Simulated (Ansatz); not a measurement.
**PO radical: single points with varied inputs**

Aim: run PO radical under a spread of inputs, and see what each costs and gives.

Computed with Ansatz 0.2.0, Gaussian basis. Level: the settings change from run to run.

### Step 1. The molecule

The geometry comes from an earlier relaxation with PBE0-D4 in a triple-zeta def2 set; it is a stationary point.

SMILES `O=[P]`, 2 atoms, charge 0, spin multiplicity 2.

Atoms are counted from 1 here; the program's logs count them from 0.

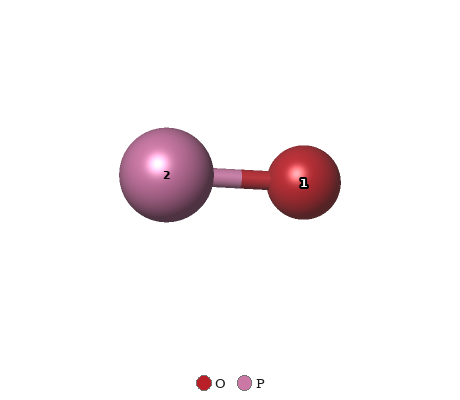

The structure; oxygen red, phosphorus pink; atoms are numbered from 1 in the order of the file.

### Step 2. rPW86-PBE/6-31++G**

Contents of in.yaml:

```yaml
crystal:
  periodic: [false, false, false]
  atoms:
    - {symbol: O, position_ang: [0.000000, 0.000000, -0.009457]}
    - {symbol: P, position_ang: [-0.000000, -0.000000, 1.464547]}
basis:
  gaussian: {orbitals: "6-31++G**"}
magnetization: {spin_polarized: true, initial_magnetization: 1}
hamiltonian: {xc: {name: rPW86-PBE}}
output: {forces: true}
```

Run with:

```console
> ansatz run in.yaml --threads 2 --pin off --events-out ev --progress --plain --max-ram 32768MiB --backend cpu
```

Log:

```text
Functional definition: rPW86-PBE
  name "rPW86-PBE"
  cite "Murray, Lee & Langreth, J. Chem. Theory Comput. 5, 2754 (2009) doi:10.1021/ct900365q"
  cite "Perdew, Burke & Ernzerhof, Phys. Rev. Lett. 77, 3865 (1996) doi:10.1103/PhysRevLett.77.3865"
  parent pbe
  exchange = rpw86_x
  correlation = pbe_c
392 factors; their error is unknown
mean field evaluation 1: about -11337.8123 eV, gradient 4.8e1 eV
mean field evaluation 2: about -11201.1365 eV, gradient 1.4e2 eV
mean field evaluation 4: about -11346.4224 eV, gradient 6.7e0 eV
mean field evaluation 8: about -11346.7016 eV, gradient 5.2e-2 eV
mean field evaluation 16: about -11346.6898 eV, gradient 1.9e-5 eV
mean field -11346.68977648 eV, -416.9831582229 hartree, gradient 1.8e-5 eV, S^2 0.752042; 3 other end points of the search recorded, 0 dependent functions left out
the calculation of the forces begins
reference -11346.68988010 eV, -416.9831620310 hartree; 12, 11 occupied and 30, 31 virtual orbitals, 392 factors
Total energy: -11346.68988010 eV, -416.9831620310 hartree
Atom 0 at     0.000000     0.000000    -0.009457 Å, force     0.000000    -0.000000    -2.758334 eV/Å
Atom 1 at    -0.000000    -0.000000     1.464547 Å, force    -0.000000     0.000000     2.758334 eV/Å
Dipole moment:     0.000000    -0.000000     0.415685 e Å
```

Wall time 1.7 s (2 threads of AMD EPYC 7R13, shared host).

Largest force 2.758 eV/Å, dipole 2.00 D, ⟨S²⟩ 0.752.

### Step 3. wB97M-V/cc-pVDZ

Set apart from the defaults: density fitting with def2-universal-jkfit, the search for lower states set to light.

in.yaml: that of step 2 with these lines changed.

```diff
@@ -6,5 +6,6 @@
 basis:
-  gaussian: {orbitals: "6-31++G**"}
+  gaussian: {orbitals: cc-pVDZ, fitting: {mean_field: def2-universal-jkfit}}
 magnetization: {spin_polarized: true, initial_magnetization: 1}
-hamiltonian: {xc: {name: rPW86-PBE}}
+hamiltonian: {xc: {name: wB97M-V}}
+scf: {lower_state_search: light}
 output: {forces: true}
```

The command is unchanged.

Log, shortened:

```text
Functional definition: wB97M-V
  name "wB97M-V"
  cite "Mardirossian & Head-Gordon, J. Chem. Phys. 144, 214110 (2016) doi:10.1063/1.4952647"
  cite "Becke, J. Chem. Phys. 107, 8554 (1997) doi:10.1063/1.475007"
  cite "Vydrov & Van Voorhis, J. Chem. Phys. 133, 244103 (2010) doi:10.1063/1.3521275"
  # Of w^i u^j: cxij and so on, Table III.
[...]
  gx(w, u) = 1 - cx + cx01*u + cx10*w
  gss(w, u) = css00 + css04*u^4 + css10*w + css20*w^2 + css43*w^4*u^3
  gos(w, u) = cos00 + cos10*w + (cos20 + cos21*u)*w^2 + (cos60 + cos61*u)*w^6
[...]
      + integral(e_c_pw_mod_opposite_spin*gos(b97_w_opposite, b97_u_opposite)) + vv10(b, c)
205 factors; integrals over basis functions are off by at most 9.0e-2 eV
205 factors; integrals over basis functions are off by at most 3.9e-7 eV
[...]
mean field -11333.41236413 eV, -416.4952223188 hartree, gradient 6.5e-5 eV, S^2 0.751580; 0 other end points of the search recorded, 0 dependent functions left out
[...]
reference -11333.41238515 eV, -416.4952230913 hartree; 12, 11 occupied and 20, 21 virtual orbitals, 205 factors
Total energy: -11333.41238515 eV, -416.4952230913 hartree
Atom 0 at     0.000000     0.000000    -0.009457 Å, force     0.000000    -0.000000    -1.939883 eV/Å
Atom 1 at    -0.000000    -0.000000     1.464547 Å, force    -0.000000     0.000000     1.939883 eV/Å
Dipole moment:     0.000000    -0.000000     0.418547 e Å
```

It took 1.6 s on 2 threads of AMD EPYC 7R13, shared host.

Largest force 1.940 eV/Å, dipole 2.01 D, ⟨S²⟩ 0.752.

### Step 4. revPBE/def2-TZVPD

Options: multiplicity 4, density fitting with def2-universal-jkfit, a point charge of 0.50 e beside it, high accuracy.

Contents of in.yaml:

```yaml
crystal:
  periodic: [false, false, false]
  atoms:
    - {symbol: O, position_ang: [0.000000, 0.000000, -0.009457]}
    - {symbol: P, position_ang: [-0.000000, -0.000000, 1.464547]}
basis:
  gaussian: {orbitals: def2-TZVPD, fitting: {mean_field: def2-universal-jkfit}, point_charges: [{charge: 0.50, position_ang: [4.958, -0.841, -0.367]}]}
magnetization: {spin_polarized: true, initial_magnetization: 3}
hamiltonian: {xc: {name: revPBE}}
accuracy: high
```

The command is unchanged.

Log:

```text
Functional definition: revPBE
  name "revPBE"
  cite "Zhang & Yang, Phys. Rev. Lett. 80, 890 (1998) doi:10.1103/PhysRevLett.80.890"
  cite "Perdew, Burke & Ernzerhof, Phys. Rev. Lett. 77, 3865 (1996) doi:10.1103/PhysRevLett.77.3865"
  parameter kappa = 1.245
  parameter beta = 0.06672455060314922
  exchange = pbe_x(kappa = kappa, mu = beta*pi^2/3)
  correlation = pbe_c(beta = beta)
205 factors; integrals over basis functions are off by at most 8.8e-1 eV
mean field evaluation 1: about -11323.2579 eV, gradient 4.2e1 eV
mean field evaluation 2: about -11231.0620 eV, gradient 1.4e2 eV
mean field evaluation 4: about -11329.1135 eV, gradient 1.0e1 eV
mean field evaluation 8: about -11329.5967 eV, gradient 9.9e-2 eV
mean field evaluation 16: about -11329.5968 eV, gradient 2.5e-5 eV
mean field evaluation 32: about -11329.5345 eV, gradient 3.5e0 eV
mean field -11329.59678867 eV, -416.3550025071 hartree, gradient 9.5e-8 eV, S^2 3.755715; 6 other end points of the search recorded, 0 dependent functions left out
reference -11329.59679261 eV, -416.3550026518 hartree; 13, 10 occupied and 70, 73 virtual orbitals, 205 factors
Total energy: -11329.59679261 eV, -416.3550026518 hartree
```

Wall time 2.2 s (2 threads of AMD EPYC 7R13, shared host).

⟨S²⟩ 3.756.

### Step 5. B3LYP/6-31G*

Options: D4 dispersion, relativity set to scalar, high accuracy.

Contents of in.yaml:

```yaml
crystal:
  periodic: [false, false, false]
  atoms:
    - {symbol: O, position_ang: [0.000000, 0.000000, -0.009457]}
    - {symbol: P, position_ang: [-0.000000, -0.000000, 1.464547]}
basis:
  gaussian: {orbitals: "6-31G*"}
magnetization: {spin_polarized: true, initial_magnetization: 1}
hamiltonian: {xc: {name: B3LYP}, dispersion: d4, pseudopotentials: {relativity: scalar}}
accuracy: high
output: {forces: true}
```

The command is unchanged.

Log, shortened:

```text
Functional definition: B3LYP
  name "B3LYP"
  cite "Stephens, Devlin, Chabalowski & Frisch, J. Phys. Chem. 98, 11623 (1994) doi:10.1021/j100096a001"
  cite "Becke, Phys. Rev. A 38, 3098 (1988) doi:10.1103/PhysRevA.38.3098"
  cite "Lee, Yang & Parr, Phys. Rev. B 37, 785 (1988) doi:10.1103/PhysRevB.37.785"
  cite "Vosko, Wilk & Nusair, Can. J. Phys. 58, 1200 (1980) doi:10.1139/p80-159"
[...]
558 factors; integrals over basis functions are off by at most 3.0e-9 eV
[...]
mean field -11355.56141918 eV, -417.3091850788 hartree, gradient 1.6e-8 eV, S^2 0.752523; 0 other end points of the search recorded, 0 dependent functions left out
[...]
reference -11355.56144304 eV, -417.3091859557 hartree; 12, 11 occupied and 22, 23 virtual orbitals, 558 factors
Total energy: -11355.59322074 eV, -417.3103537645 hartree
Relativity: scalar
Atom 0 at     0.000000     0.000000    -0.009457 Å, force    -0.000000     0.000000    -1.538729 eV/Å
Atom 1 at    -0.000000    -0.000000     1.464547 Å, force     0.000000    -0.000000     1.538729 eV/Å
Dipole moment:     0.000000     0.000000     0.404226 e Å
```

It took 1.3 s on 2 threads of AMD EPYC 7R13, shared host.

Largest force 1.539 eV/Å, dipole 1.94 D, ⟨S²⟩ 0.753.

### Step 6. wB97/def2-mTZVPP

Options: multiplicity 4.

Contents of in.yaml:

```yaml
crystal:
  periodic: [false, false, false]
  atoms:
    - {symbol: O, position_ang: [0.000000, 0.000000, -0.009457]}
    - {symbol: P, position_ang: [-0.000000, -0.000000, 1.464547]}
basis:
  gaussian: {orbitals: def2-mTZVPP}
magnetization: {spin_polarized: true, initial_magnetization: 3}
hamiltonian: {xc: {name: wB97}}
output: {forces: true}
```

The command is unchanged.

Log, shortened:

```text
Functional definition: wB97
  name "wB97"
  cite "Chai & Head-Gordon, J. Chem. Phys. 128, 084106 (2008) doi:10.1063/1.2834918"
  cite "Becke, J. Chem. Phys. 107, 8554 (1997) doi:10.1063/1.475007"
[...]
  # The coefficients of nought are those of the uniform gas.
[...]
      + integral(e_c_pw_opposite_spin*poly(b97_u_opposite, 1, cos1, cos2, cos3, cos4))
398 factors; their error is unknown
174 factors; integrals over basis functions are off by at most 1.7e-5 eV
[...]
mean field -11330.44114713 eV, -416.3860321080 hartree, gradient 1.5e-6 eV, S^2 3.761297; 1 other end points of the search recorded, 0 dependent functions left out
[...]
reference -11330.44114642 eV, -416.3860320820 hartree; 13, 10 occupied and 38, 41 virtual orbitals, 398 factors
Total energy: -11330.44114642 eV, -416.3860320820 hartree
Atom 0 at     0.000000     0.000000    -0.009457 Å, force    -0.000000     0.000000    -5.498544 eV/Å
Atom 1 at    -0.000000    -0.000000     1.464547 Å, force     0.000000    -0.000000     5.498544 eV/Å
Dipole moment:     0.000000    -0.000000     0.342549 e Å
```

Wall time 3.5 s (2 threads of AMD EPYC 7R13, shared host).

Largest force 5.499 eV/Å, dipole 1.65 D, ⟨S²⟩ 3.761.

### Step 7. BCCD(T)/cc-pVTZ

Contents of in.yaml:

```yaml
crystal:
  periodic: [false, false, false]
  atoms:
    - {symbol: O, position_ang: [0.000000, 0.000000, -0.009457]}
    - {symbol: P, position_ang: [-0.000000, -0.000000, 1.464547]}
basis:
  gaussian: {orbitals: cc-pVTZ}
magnetization: {spin_polarized: true, initial_magnetization: 1}
hamiltonian: {xc: {name: HF}}
correlation: {method: bccd_t}
```

Same command.

Log, shortened:

```text
Functional definition: HF
  name "HF"
  cite "Fock, Z. Phys. 61, 126 (1930) doi:10.1007/BF01340294"
  parent pbe
[...]
386 factors; integrals over basis functions are off by at most 6.6e-4 eV
[...]
mean field -11309.58288825 eV, -415.6195052325 hartree, gradient 3.1e-6 eV, S^2 0.770999; 5 other end points of the search recorded, 0 dependent functions left out
determinant -11309.58288825 eV, -415.6195052325 hartree, with singles and doubles -11319.49558467 eV, -415.9837901069 hartree
determinant -11306.48849216 eV, -415.5057882736 hartree, with singles and doubles -11314.67536175 eV, -415.8066501818 hartree
6 core orbitals not correlated: weight in the atoms' cores, before any rotation towards them, 1.000 or more for the frozen orbitals, at most 0.000 for the correlated occupied ones
reference -11309.58288825 eV, -415.6195052325 hartree; 6, 5 occupied and 52, 53 virtual orbitals, 386 factors
second order -9.66766562 eV of doubles, -0.00000000 eV of singles
cycle   1  -9.79135907 eV  change   -7.6e-1 eV  update   3.2e-2
[...]
cycle  11  -9.83656401 eV  change   -6.0e-6 eV  update   1.0e-5
perturbative correction -0.55060767 eV, -0.0202344588 hartree
Total energy: -11319.97005993 eV, -416.0012267512 hartree
```

It took 3.9 s on 2 threads of AMD EPYC 7R13, shared host; peak memory 0.25 GiB.

⟨S²⟩ 0.771.

### Step 8. wB97X-V/def2-SVPD

This run has restricted open-shell orbitals.

Contents of in.yaml:

```yaml
crystal:
  periodic: [false, false, false]
  atoms:
    - {symbol: O, position_ang: [0.000000, 0.000000, -0.009457]}
    - {symbol: P, position_ang: [-0.000000, -0.000000, 1.464547]}
basis:
  gaussian: {orbitals: def2-SVPD}
magnetization: {spin_polarized: false, initial_magnetization: 1}
hamiltonian: {xc: {name: wB97X-V}}
output: {forces: true}
```

Same command.

Log, shortened:

```text
Functional definition: wB97X-V
  name "wB97X-V"
  cite "Mardirossian & Head-Gordon, Phys. Chem. Chem. Phys. 16, 9904 (2014) doi:10.1039/C3CP54374A"
  cite "Becke, J. Chem. Phys. 107, 8554 (1997) doi:10.1063/1.475007"
  cite "Vydrov & Van Voorhis, J. Chem. Phys. 133, 244103 (2010) doi:10.1063/1.3521275"
[...]
      + integral(e_c_pw_opposite_spin*poly(b97_u_opposite, cos0, cos1)) + vv10(b, c)
436 factors; integrals over basis functions are off by at most 4.5e-4 eV
145 factors; integrals over basis functions are off by at most 2.2e-5 eV
[...]
mean field -11327.82883001 eV, -416.2900312248 hartree, gradient 2.1e-5 eV, S^2 0.750000; 0 other end points of the search recorded, 0 dependent functions left out
[...]
reference -11327.82882881 eV, -416.2900311806 hartree; 12, 11 occupied and 35, 36 virtual orbitals, 436 factors
Total energy: -11327.82882881 eV, -416.2900311806 hartree
Atom 0 at     0.000000     0.000000    -0.009457 Å, force    -0.000000    -0.000000    -1.308153 eV/Å
Atom 1 at    -0.000000    -0.000000     1.464547 Å, force    -0.000000    -0.000000     1.308153 eV/Å
Dipole moment:    -0.000000     0.000000     0.437492 e Å
```

Wall time 2 s (2 threads of AMD EPYC 7R13, shared host).

Largest force 1.308 eV/Å, dipole 2.10 D.

### Step 9. SPW92/def2-mTZVP

Set apart from the defaults: restricted open-shell orbitals, atoms shaken by 0.08 Å, finite nuclei, the search for lower states set to full.

Contents of in.yaml:

```yaml
crystal:
  periodic: [false, false, false]
  atoms:
    - {symbol: O, position_ang: [-0.045649, 0.019757, 0.138680]}
    - {symbol: P, position_ang: [-0.018167, 0.033338, 1.494440]}
basis:
  gaussian: {orbitals: def2-mTZVP, nuclear_model: gaussian}
magnetization: {spin_polarized: false, initial_magnetization: 1}
hamiltonian: {xc: {name: SPW92}}
scf: {lower_state_search: full}
output: {forces: true}
```

The command is unchanged.

Log, shortened:

```text
Functional definition: SPW92
  name "SPW92"
  cite "Dirac, Proc. Camb. Phil. Soc. 26, 376 (1930) doi:10.1017/S0305004100016108"
  cite "Slater, Phys. Rev. 81, 385 (1951) doi:10.1103/PhysRev.81.385"
  cite "Perdew & Wang, Phys. Rev. B 45, 13244 (1992) doi:10.1103/PhysRevB.45.13244"
[...]
373 factors; their error is unknown
[...]
mean field -11285.93322312 eV, -414.7503960692 hartree, gradient 5.1e-5 eV, S^2 0.750000; 8 other end points of the search recorded, 0 dependent functions left out
[...]
reference -11285.93324383 eV, -414.7503968305 hartree; 12, 11 occupied and 34, 35 virtual orbitals, 373 factors
Total energy: -11285.93324383 eV, -414.7503968305 hartree
Atom 0 at    -0.045649     0.019757     0.138680 Å, force    -0.259346    -0.128163   -12.794223 eV/Å
Atom 1 at    -0.018167     0.033338     1.494440 Å, force     0.259346     0.128163    12.794223 eV/Å
Dipole moment:     0.006324     0.003125     0.311992 e Å
```

It took 0.9 s on 2 threads of AMD EPYC 7R13, shared host.

Largest force 12.797 eV/Å, dipole 1.50 D.

### Step 10. r2SCAN/def2-SVPD

Options: atoms shaken by 0.15 Å, D4 dispersion, high accuracy.

Contents of in.yaml:

```yaml
crystal:
  periodic: [false, false, false]
  atoms:
    - {symbol: O, position_ang: [-0.133497, 0.107262, -0.138818]}
    - {symbol: P, position_ang: [0.207044, -0.092506, 1.343254]}
basis:
  gaussian: {orbitals: def2-SVPD}
magnetization: {spin_polarized: true, initial_magnetization: 1}
hamiltonian: {xc: {name: r2SCAN}, dispersion: d4}
accuracy: high
output: {forces: true}
```

Launched as before.

Log, shortened:

```text
Functional definition: r2SCAN
  name "r2SCAN"
  cite "Furness, Kaplan, Ning, Perdew & Sun, J. Phys. Chem. Lett. 11, 8208 (2020) doi:10.1021/acs.jpclett.0c02405"
  cite "Furness, Kaplan, Ning, Perdew & Sun, J. Phys. Chem. Lett. 11, 9248 (2020) doi:10.1021/acs.jpclett.0c03077"
  parent r2scan
[...]
777 factors; integrals over basis functions are off by at most 3.4e-9 eV
[...]
mean field -11328.40212225 eV, -416.3110993261 hartree, gradient 2.7e-8 eV, S^2 0.755704; 1 other end points of the search recorded, 0 dependent functions left out
[...]
reference -11328.40212556 eV, -416.3110994475 hartree; 12, 11 occupied and 35, 36 virtual orbitals, 777 factors
Total energy: -11328.40609662 eV, -416.3112453814 hartree
Atom 0 at    -0.133497     0.107262    -0.138818 Å, force     0.343558    -0.201538     1.495201 eV/Å
Atom 1 at     0.207044    -0.092506     1.343254 Å, force    -0.343558     0.201538    -1.495201 eV/Å
Dipole moment:     0.095978    -0.056303     0.417708 e Å
```

It took 3.4 s on 2 threads of AMD EPYC 7R13, shared host.

Largest force 1.547 eV/Å, dipole 2.08 D, ⟨S²⟩ 0.756.

### Step 11. The runs in one table

```csv
level,charge,multiplicity,geometry,functions,energy (eV),time
rPW86-PBE/6-31++G**,0,2,relaxed,42,-11346.690,1.7 s
wB97M-V/cc-pVDZ,0,2,relaxed,32,-11333.412,1.6 s
revPBE/def2-TZVPD,0,4,"relaxed, point charge",83,-11329.597,2.2 s
B3LYP/6-31G*,0,2,relaxed,34,-11355.593,1.3 s
wB97/def2-mTZVPP,0,4,relaxed,51,-11330.441,3.5 s
BCCD(T)/cc-pVTZ,0,2,relaxed,64,-11319.970,3.9 s
wB97X-V/def2-SVPD,0,2,relaxed,47,-11327.829,2 s
SPW92/def2-mTZVP,0,2,shaken,46,-11285.933,0.9 s
r2SCAN/def2-SVPD,0,2,shaken,47,-11328.406,3.4 s
```

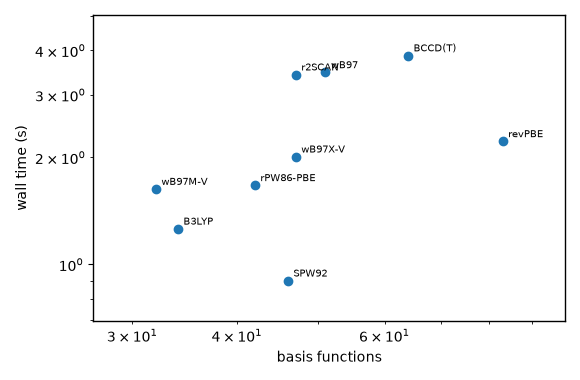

Wall time against the number of basis functions (shared host).

### Step 12. What came out

```
                                         quantity                    value
                                             runs                        9
                                         quickest  SPW92/def2-mTZVP, 0.9 s
                                          slowest   BCCD(T)/cc-pVTZ, 3.9 s
spread of total energies, same state and geometry                  35.6 eV
                  dipole, same state and geometry           1.94 to 2.10 D
```

In words: Run time spans a factor of 4, from SPW92/def2-mTZVP to BCCD(T)/cc-pVTZ. The jobs differ in tasks and options as well as level. Total energies at one charge and spin differ by 36 eV between levels, so only differences within one level mean anything. Some of these runs are scalar-relativistic and others not, which shifts the totals of all-electron atoms past neon by eV; core potentials, where a basis has them, take the core out of the total altogether. At the PBE0-D4/def2-TZVP geometry and in the same state, runs without warnings or point charges leave forces up to 2.76 eV/Å (rPW86-PBE/6-31++G**), against 12.8 eV/Å where the atoms were moved. At that geometry and state the dipole changes by 8 % between the lowest and highest value.
